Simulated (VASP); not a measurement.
Band structure of KI (relaxed from the zinc blende structure, space group F-43m). Level of theory: PBEsol GGA, VASP's PBE PAW potentials (set 64) (plane waves; VASP).

Unless said otherwise, spin-orbit coupling is left out, though it shifts the bands of the heavy elements here.

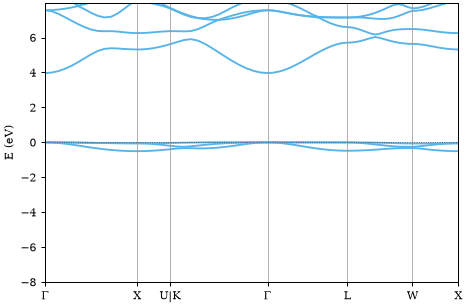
Bands along high-symmetry lines, zero at the valence-band maximum or, without a gap, the Fermi level

Read the plot: is there a gap, and where are the band edges?

The gap is indirect, 3.96 eV, from the valence maximum at K-Γ at 0.57 to the conduction minimum at Γ. (Edges off the drawn lines would not show.)

The structure was generated: KI was put into the zinc blende type (F-43m), which need not be its known phase. It was relaxed first.
